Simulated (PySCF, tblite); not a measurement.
# C₅H₉BF₂Si: geometry, infrared bands and NMR shifts

Aim: predict the infrared bands and NMR shifts of C₅H₉BF₂Si (`C[SiH2]CC#CCB(F)F`).

The runs use tblite 0.8.0 and PySCF 2.14.0, with density-fitted response routines of our own; the level of theory stands in each step. All values are computed, except where a source is named. Atoms are numbered from 0 throughout.

### Step 1. Starting geometry

18 atoms, charge 0, multiplicity 1; geometry from: force field or distance geometry start.

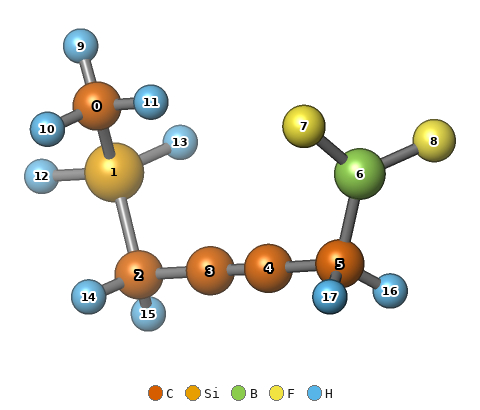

As it starts; carbon orange, silicon amber, boron green, fluorine yellow, hydrogen blue, atoms numbered.

### Step 2. Relaxing the molecule with GFN2-xTB

The job: settings as JSON, then the geometry in Å.

```
{"job": {"kind": "relax", "xc": "GFN2-xTB", "basis": "xTB"}, "charge": 0, "multiplicity": 1}
C     -2.250300     0.918400     0.221700
Si    -2.123600    -0.686700    -0.719300
C     -0.849100    -1.798800     0.121400
C      0.444300    -1.122900     0.119700
C      1.513200    -0.574700     0.143900
C      2.803000     0.110900     0.143400
B      2.611400     1.637500    -0.264300
F      1.787700     2.503900     0.552000
F      3.279300     2.160400    -1.428400
H     -3.026900     1.561600    -0.258400
H     -2.561600     0.715100     1.269200
H     -1.282800     1.438400     0.214300
H     -3.430400    -1.363800    -0.706000
H     -1.696600    -0.421200    -2.095700
H     -1.179800    -1.992500     1.162700
H     -0.784500    -2.749400    -0.428300
H      3.491300    -0.379700    -0.572800
H      3.246700     0.049800     1.163000
```

Command:

```bash
OMP_NUM_THREADS=1 python probes_run.py task.json out
```

This one command runs all jobs of the session in turn.

The program printed:

```text
step      E/eV     max force
  0    -754.44605    3.611
  1    -754.84627    2.373
  2    -754.97410    2.950
  3    -755.04894    2.318
  4    -755.06199    1.714
  5    -755.10277    0.278
  6    -755.11177    0.191
  7    -755.11717    0.169
  8    -755.12056    0.131
  9    -755.12331    0.127
 10    -755.12492    0.101
 11    -755.12602    0.080
 12    -755.12681    0.057
 13    -755.12737    0.053
 14    -755.12773    0.049
 15    -755.12799    0.043
 16    -755.12821    0.038
 17    -755.12840    0.035
 18    -755.12855    0.033
 19    -755.12866    0.024
 20    -755.12875    0.023
 21    -755.12885    0.022
 22    -755.12898    0.033
 23    -755.12911    0.033
 24    -755.12924    0.025
 25    -755.12935    0.029
 26    -755.12946    0.028
 27    -755.12959    0.037
 28    -755.12975    0.036
 29    -755.12990    0.029
 30    -755.13004    0.032
 31    -755.13017    0.030
 32    -755.13029    0.027
 33    -755.13041    0.025
 34    -755.13053    0.028
 35    -755.13065    0.026
 36    -755.13075    0.023
 37    -755.13080    0.015
 38    -755.13084    0.013
 39    -755.13087    0.022
 40    -755.13094    0.034
 41    -755.13103    0.036
 42    -755.13111    0.021
 43    -755.13115    0.011
 44    -755.13116    0.011
 45    -755.13118    0.013
 46    -755.13120    0.014
 47    -755.13123    0.012
 48    -755.13126    0.013
 49    -755.13129    0.015
 50    -755.13133    0.024
 51    -755.13140    0.027
 52    -755.13146    0.016
 53    -755.13149    0.011
 54    -755.13150    0.011
 55    -755.13153    0.015
 56    -755.13157    0.018
 57    -755.13163    0.021
 58    -755.13171    0.023
 59    -755.13179    0.022
 60    -755.13187    0.030
 61    -755.13196    0.030
 62    -755.13204    0.017
 63    -755.13210    0.017
 64    -755.13215    0.018
 65    -755.13222    0.031
 66    -755.13232    0.039
 67    -755.13243    0.032
 68    -755.13251    0.017
 69    -755.13256    0.016
 70    -755.13260    0.015
 71    -755.13267    0.024
 72    -755.13279    0.028
 73    -755.13295    0.023
 74    -755.13308    0.024
 75    -755.13316    0.021
 76    -755.13323    0.016
 77    -755.13329    0.014
 78    -755.13333    0.010
```

Wall time 0.58 s (1 thread of Arm Neoverse V1, shared host); peak memory 0.18 GiB.

Relaxation path: (not every step is listed)

| step | energy from step 0 (eV) | largest force (eV/Å) |
| --- | --- | --- |
| 0 | 0.0000 | 3.6108 |
| 1 | -0.4002 | 2.3729 |
| 2 | -0.5281 | 2.9496 |
| 3 | -0.6029 | 2.3176 |
| 4 | -0.6159 | 1.7144 |
| 5 | -0.6567 | 0.2783 |
| 6 | -0.6657 | 0.1906 |
| 7 | -0.6711 | 0.1689 |
| 8 | -0.6745 | 0.1306 |
| 14 | -0.6817 | 0.0486 |
| 20 | -0.6827 | 0.0233 |
| 26 | -0.6834 | 0.0279 |
| 32 | -0.6842 | 0.0270 |
| 38 | -0.6848 | 0.0129 |
| 44 | -0.6851 | 0.0110 |
| 50 | -0.6853 | 0.0242 |
| 56 | -0.6855 | 0.0181 |
| 62 | -0.6860 | 0.0169 |
| 68 | -0.6865 | 0.0172 |
| 73 | -0.6869 | 0.0233 |
| 74 | -0.6870 | 0.0244 |
| 75 | -0.6871 | 0.0211 |
| 76 | -0.6872 | 0.0164 |
| 77 | -0.6872 | 0.0144 |
| 78 | -0.6873 | 0.0100 |

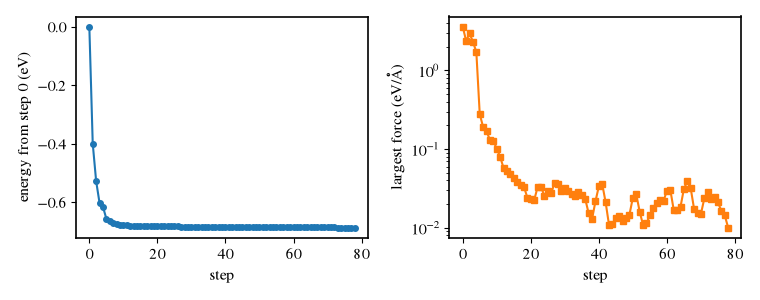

Energy and largest force along the relaxation.

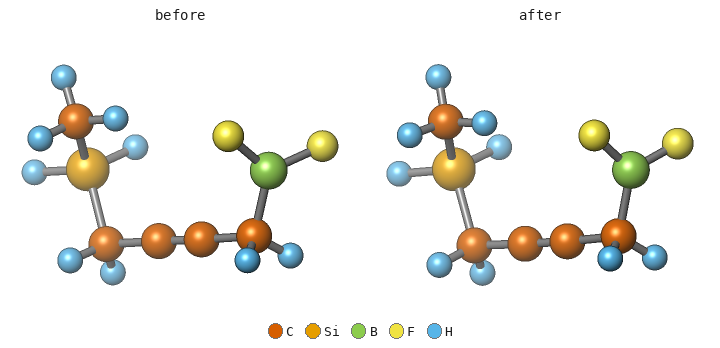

The geometry before (left) and after (right).

Distances of close pairs at the start and the end, largest changes first:

| bond | before (Å) | after (Å) | change (Å) |
| --- | --- | --- | --- |
| B6–F7 | 1.448 | 1.318 | -0.129 |
| B6–F8 | 1.440 | 1.318 | -0.122 |
| C0–H9 | 1.117 | 1.086 | -0.031 |
| Si1–C2 | 1.889 | 1.919 | +0.030 |
| C0–Si1 | 1.865 | 1.895 | +0.030 |
| C0–H10 | 1.112 | 1.087 | -0.025 |
| C5–H17 | 1.114 | 1.094 | -0.020 |
| C2–C3 | 1.459 | 1.442 | -0.018 |

The final coordinates are the input of the step that follows.

### Step 3. Harmonic vibrations with GFN2-xTB

The job: settings as JSON, then the geometry in Å.

```
{"job": {"kind": "ir", "xc": "GFN2-xTB", "basis": "xTB"}, "charge": 0, "multiplicity": 1}
C     -2.161270     0.966882     0.226843
Si    -2.131792    -0.673191    -0.721468
C     -0.820266    -1.826264     0.073435
C      0.462980    -1.171271     0.120994
C      1.518219    -0.603301     0.162123
C      2.781438     0.129535     0.191019
B      2.502813     1.617153    -0.272017
F      1.695859     2.430872     0.379295
F      3.018683     2.147303    -1.363295
H     -2.817817     1.687099    -0.252544
H     -2.510405     0.834009     1.247630
H     -1.166909     1.403906     0.274297
H     -3.428842    -1.360910    -0.638328
H     -1.775602    -0.453549    -2.128346
H     -1.116115    -2.099043     1.088723
H     -0.732567    -2.750421    -0.500469
H      3.500402    -0.369500    -0.462053
H      3.172430     0.097008     1.212271
```

The program printed:

```text
mode    cm-1     km/mol
  1     -19.7      0.06
  2      18.2      0.78
  3      37.9      0.58
  4      58.1      0.10
  5      98.9      0.33
  6     138.0      0.25
  7     176.0      2.05
  8     210.8      3.26
  9     267.1      2.53
 10     286.8      1.13
 11     297.3      1.56
 12     358.3      2.09
 13     426.2     36.37
 14     457.5     40.77
 15     535.9     65.39
 16     569.6     18.54
 17     652.5     83.55
 18     688.1     48.57
 19     741.8     11.19
 20     751.3     18.02
 21     769.8    106.21
 22     798.9    200.90
 23     821.0     59.67
 24     825.3     16.17
 25     832.9     92.95
 26     845.4    223.40
 27    1088.1     24.69
 28    1123.4      7.43
 29    1166.1      7.93
 30    1209.9     42.40
 31    1237.3     94.31
 32    1263.2    398.53
 33    1283.4    441.49
 34    1374.2     13.38
 35    1427.0      8.47
 36    1438.9      2.43
 37    1481.2      0.55
 38    1484.9      0.34
 39    2204.0    429.93
 40    2229.0    263.26
 41    2406.3      9.12
 42    2948.2     15.19
 43    2955.7     38.36
 44    2971.4     39.29
 45    2980.2     22.60
 46    3030.5     28.70
 47    3034.3     16.10
 48    3042.2     23.10
```

It took 0.73 s on 1 thread of Arm Neoverse V1, shared host; peak memory 0.18 GiB.

Which atoms move in the most intense modes:

| cm⁻¹ | km/mol | atoms |
| --- | --- | --- |
| 770 | 106.2 | H12 38 %, H13 35 % |
| 799 | 200.9 | Si1 26 %, C0 13 %, C2 11 %, H13 11 % |
| 845 | 223.4 | H9 35 %, C0 13 %, Si1 13 %, H11 12 % |
| 1237 | 94.3 | C2 24 %, C5 22 %, C4 16 %, C3 15 % |
| 1263 | 398.5 | B6 66 %, F7 14 %, C5 12 % |
| 1283 | 441.5 | B6 63 %, F8 12 %, H16 11 % |
| 2204 | 429.9 | H12 92 % |
| 2229 | 263.3 | H13 93 % |

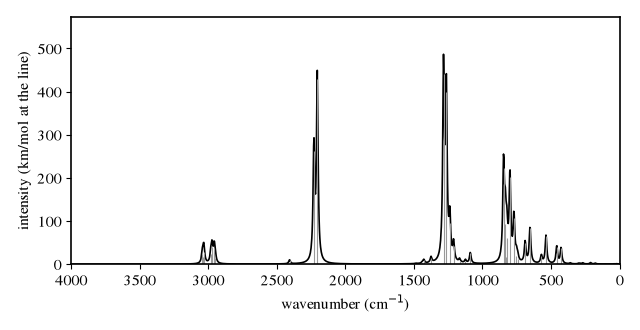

The infrared spectrum from these modes, unscaled. Lines are broadened to a width of 14 cm⁻¹ (Lorentzian).

### Step 4. Shielding tensors: PBE0/pcSseg-1

Settings changed since step 3:

```diff
@@ -1,2 +1,2 @@
-{"job": {"kind": "ir", "xc": "GFN2-xTB", "basis": "xTB"}, "charge": 0, "multiplicity": 1}
+{"job": {"kind": "nmr", "xc": "PBE0", "basis": "pcSseg-1"}, "charge": 0, "multiplicity": 1}
 C     -2.161270     0.966882     0.226843
```

Method: GIAO PBE0/pcSseg-1 NMR shielding, non-relativistic, gas phase.

The program printed:

```text
coarse grid: 15896 points
cycle   1  E = -709.2514707482  dE =  9.310e-01  |g| = 7.367e-01  |ddm| = 4.436e+00
cycle   2  E = -709.1992723231  dE =  5.220e-02  |g| = 9.575e-01  |ddm| = 1.293e+00
cycle   3  E = -709.3552524624  dE = -1.560e-01  |g| = 1.031e-01  |ddm| = 7.442e-01
cycle   4  E = -709.3566618407  dE = -1.409e-03  |g| = 6.181e-02  |ddm| = 1.200e-01
cycle   5  E = -709.3575114526  dE = -8.496e-04  |g| = 1.994e-02  |ddm| = 5.507e-02
cycle   6  E = -709.3576007148  dE = -8.926e-05  |g| = 3.545e-03  |ddm| = 1.813e-02
cycle   7  E = -709.3576038271  dE = -3.112e-06  |g| = 6.305e-04  |ddm| = 4.432e-03
final grid: 150736 points
cycle   8  E = -709.4200757918  dE = -6.139e-05  |g| = 7.642e-03  |ddm| = 4.845e-02
cycle   9  E = -709.4200725971  dE =  3.195e-06  |g| = 8.408e-03  |ddm| = 1.349e-02
cycle  10  E = -709.4200903526  dE = -1.776e-05  |g| = 4.504e-04  |ddm| = 6.931e-03
cycle  11  E = -709.4200903836  dE = -3.105e-08  |g| = 2.788e-04  |ddm| = 6.768e-04
cycle  12  E = -709.4200903983  dE = -1.469e-08  |g| = 1.338e-04  |ddm| = 2.795e-04
cycle  13  E = -709.4200904025  dE = -4.188e-09  |g| = 2.655e-05  |ddm| = 1.131e-04
cycle  14  E = -709.4200904027  dE = -1.605e-10  |g| = 5.500e-06  |ddm| = 2.583e-05
converged SCF energy = -709.4200904027

GIAO shielding tensors (ppm)
atom      isotropic    diamagn.    paramagn.     s11        s22        s33       span
  0 C      195.171     255.139     -59.968    189.847    195.868    199.798      9.951
  1 Si     390.451     880.647    -490.196    352.637    393.991    424.724     72.088
  2 C      183.742     256.270     -72.528    174.380    179.502    197.344     22.964
  3 C      100.871     268.040    -167.168     10.349     17.781    274.484    264.135
  4 C      110.446     271.272    -160.825     24.177     36.751    270.411    246.233
  5 C      181.820     257.880     -76.060    172.189    181.736    191.535     19.346
  6 B       74.341     193.115    -118.774     54.872     80.747     87.405     32.533
  7 F      249.084     472.237    -223.153     78.318    296.764    372.170    293.852
  8 F      237.210     464.457    -227.247     67.152    287.042    357.435    290.283
  9 H       31.611      29.757       1.854     27.175     27.844     39.813     12.638
 10 H       31.626      31.443       0.183     27.594     28.342     38.943     11.350
 11 H       30.918      35.398      -4.480     24.931     29.135     38.688     13.757
 12 H       27.480      28.766      -1.286     23.924     25.271     33.244      9.321
 13 H       27.570      30.144      -2.574     24.465     25.652     32.593      8.128
 14 H       30.056      31.141      -1.085     25.083     28.229     36.855     11.772
 15 H       29.955      29.427       0.528     24.208     28.285     37.372     13.164
 16 H       29.673      28.495       1.178     24.629     28.021     36.367     11.738
 17 H       29.591      29.166       0.425     24.713     27.704     36.356     11.643
```

Wall time 48 s (1 thread of Arm Neoverse V1, shared host); peak memory 0.91 GiB.

Shifts follow as δ = σ(reference) − σ, with reference shieldings (ppm) from runs at the same level and on the same kind of geometry: 1H TMS 31.72, 13C TMS 186.9, 29Si TMS 349.2, 19F CFCl3 170.9, 11B BF3·OEt2 100.1. The references are single molecules in the gas phase, so shifts against H2O, NH3, PH3, H3PO4 or CFCl3 are not on the usual liquid scales and can be off by tens of ppm. Atoms listed in one row are averaged.

| atoms | environment | σ (ppm) | δ (ppm) | δ scaled to CDCl3 |
| --- | --- | --- | --- | --- |
| C3 | alkyne carbon | 100.9 | 86.1 | 82.1 |
| C4 | alkyne carbon | 110.4 | 76.5 | 72.7 |
| C5 | propargylic sp3 CH2 bonded to B | 181.8 | 5.1 | 3.1 |
| C2 | propargylic sp3 CH2 bonded to Si | 183.7 | 3.2 | 1.2 |
| C0 | methyl carbon bonded to Si | 195.2 | -8.2 | -10.0 |
| H12, H13 | hydrogen on a silicon bonded to 2 C | 27.52 | 4.19 | – |
| H16, H17 | hydrogen on a propargylic sp3 CH2 bonded to B | 29.63 | 2.09 | 2.07 |
| H14, H15 | hydrogen on a propargylic sp3 CH2 bonded to Si | 30.01 | 1.71 | 1.72 |
| H9, H10, H11 | hydrogen on a methyl carbon bonded to Si | 31.39 | 0.33 | 0.42 |
| Si1 | silicon bonded to 2 C, 2 H | 390.5 | -41.3 | – |
| B6 | boron bonded to C, 2 F | 74.3 | 25.7 | – |
| F7, F8 | fluorine bonded to B | 243.1 | -72.2 | – |

The scaled column applies a straight-line fit of computed shieldings to shifts measured in CDCl3, and one for carbons that bear F (root-mean-square error 0.16 ppm for H, 1.9 ppm for C).

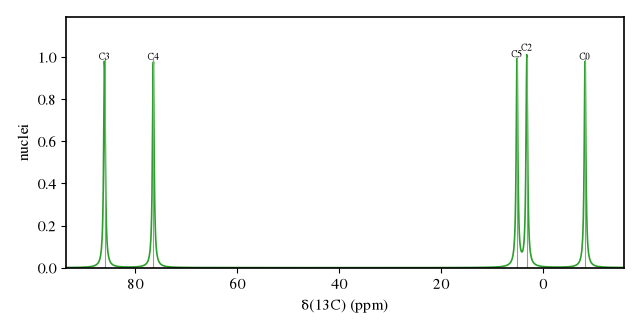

13C lines at the computed shifts, without couplings. Lines are broadened to a width of 0.38 ppm (Lorentzian).

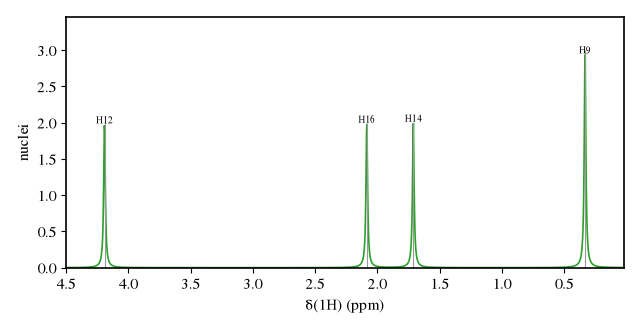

1H lines at the computed shifts, without couplings. Lines are broadened to a width of 0.02 ppm (Lorentzian).

Charges from the same density, by scheme (e):

| atoms | Mulliken | IAO | Hirshfeld | ESP fit |
| --- | --- | --- | --- | --- |
| C0 | -0.63 | -0.72 | -0.21 | -0.50 |
| Si1 | 0.66 | 0.79 | 0.36 | 0.67 |
| C2 | -0.48 | -0.55 | -0.14 | -0.47 |
| C3 | -0.11 | -0.06 | -0.06 | -0.09 |
| C4 | -0.23 | -0.08 | -0.07 | -0.01 |
| C5 | -0.37 | -0.47 | -0.13 | -0.61 |
| B6 | 0.78 | 0.76 | 0.33 | 0.82 |
| F7, F8 | -0.28 | -0.31 | -0.14 | -0.31 |

ESP fit charges:

C0 -0.50; Si1 0.67; C2 -0.47; C3 -0.09; C4 -0.01; C5 -0.61; B6 0.82; F7 -0.31; F8 -0.31; H9 0.12; H10 0.13; H11 0.13; H12 -0.18; H13 -0.14; H14 0.18; H15 0.17; H16 0.20; H17 0.21

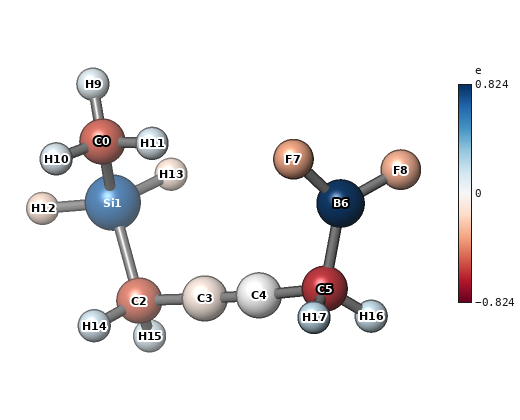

ESP fit charges, as colours on the atoms.

Mayer bond orders: C0–Si1 0.97, Si1–C2 0.86, C2–C3 1.13, C3–C4 2.63, C4–C5 1.15, C5–B6 0.93, B6–F7 1.12, B6–F8 1.14.

The fields below are evaluated on a grid from the run's orbitals.

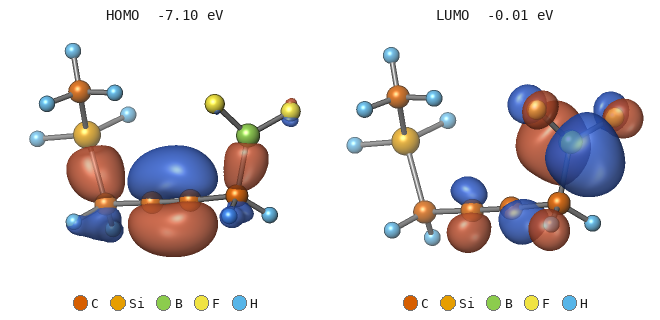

PBE0/pcSseg-1 orbitals near the gap, drawn at the value that encloses 70 % of each; the two colours are the two signs.

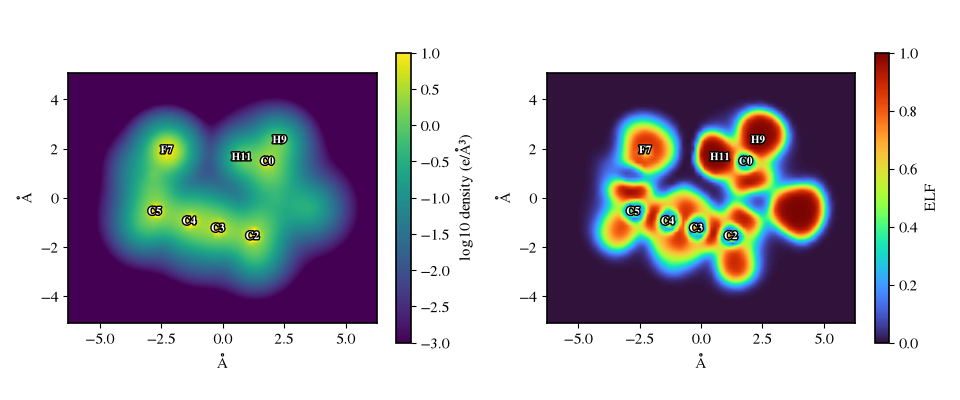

Density (left) and ELF (right) in a plane through or near 8 of the atoms.

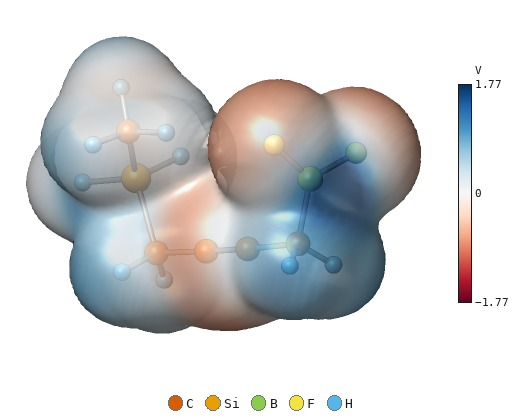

Electrostatic potential on the surface of density 0.002 e/bohr³; red is low, blue high. It runs from -0.75 V near C3 to 1.77 V near B6.

### Step 5. Results

```
                                                                 quantity                           value
                                strongest single infrared mode (GFN2-xTB)           1283 cm⁻¹, 441 km/mol
                                             zero-point energy (GFN2-xTB)                   78.7 kcal/mol
                                   13C shifts against TMS (PBE0/pcSseg-1)  86.1, 76.5, 5.1, 3.2, -8.2 ppm
   1H shifts against TMS (PBE0/pcSseg-1, means over atoms taken as alike)      4.19, 2.09, 1.71, 0.33 ppm
                                  29Si shifts against TMS (PBE0/pcSseg-1)                       -41.3 ppm
                              11B shifts against BF3·OEt2 (PBE0/pcSseg-1)                        25.7 ppm
19F shifts against CFCl3 (PBE0/pcSseg-1, means over atoms taken as alike)                       -72.2 ppm
                                    surface potential, least and greatest              -0.75 V and 1.77 V
```

**Reading.** Relaxing lowered the energy by 0.687 eV in 78 steps; the close pair that moved most is B6–F7, from 1.448 to 1.318 Å. The lowest mode is slightly imaginary (20i cm⁻¹), a soft motion within the noise of the Hessian, so the minimum is not strictly shown. The strongest single mode, at 1283 cm⁻¹, moves mainly B6. GFN2-xTB is a fitted tight-binding method: band positions and strengths are rough. Its intensities can rank the bands wrongly. At PBE0/pcSseg-1: The widest tensor belongs to F7, F8: span 292 ppm, with a paramagnetic part of -225 ppm.
